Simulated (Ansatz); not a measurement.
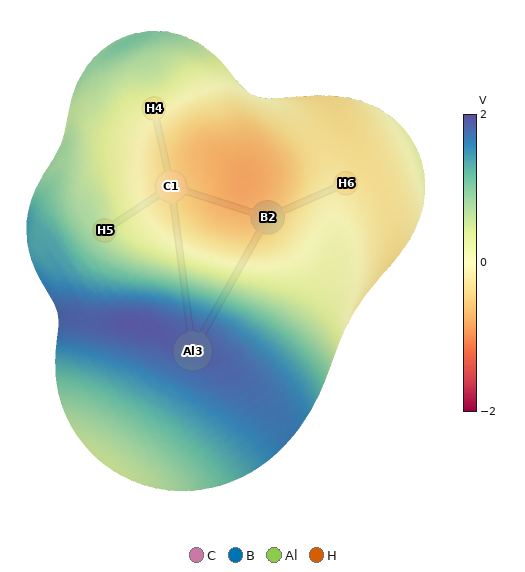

Figure. CH$_{3}$AlB (doublet). The electrostatic potential painted on the density surface at 0.004 e/bohr³, seen at a tilt; the colour scale runs from red (negative) to blue (positive).

All numbers below come from UKS B3LYP-D4/def2-SVP (Ansatz 0.2.0).

Input file:

```
crystal:
  periodic: [false, false, false]
  atoms:
    - { symbol: C, position_ang: [0.55227, -0.16939, -1.16581] }
    - { symbol: B, position_ang: [0.03525, -0.82438, -0.0214] }
    - { symbol: Al, position_ang: [-0.77091, -0.03712, 1.61154] }
    - { symbol: H, position_ang: [0.99969, -0.67255, -2.01354] }
    - { symbol: H, position_ang: [0.55272, 0.90437, -1.31821] }
    - { symbol: H, position_ang: [-0.15847, -1.85737, 0.49271] }
magnetization:
  spin_polarized: true
  initial_magnetization: 1
basis:
  gaussian: { orbitals: def2-SVP }
hamiltonian:
  xc: b3lyp
  dispersion: d4
relax:
  f_tol: 0.02
  max_steps: 50
output:
  orbitals: {}
```

Command:

```sh
ansatz run input.yaml --threads 1 --pin off --max-ram 2048MiB --backend cpu --events-out ev --progress --plain --runs-dir out
```

The fields are those of the run's last geometry, not of the input's.

**Describe the electrostatic potential map.**

The most negative region (about −0.9 V) lies over C1, the most positive (about +1.9 V) over Al3.
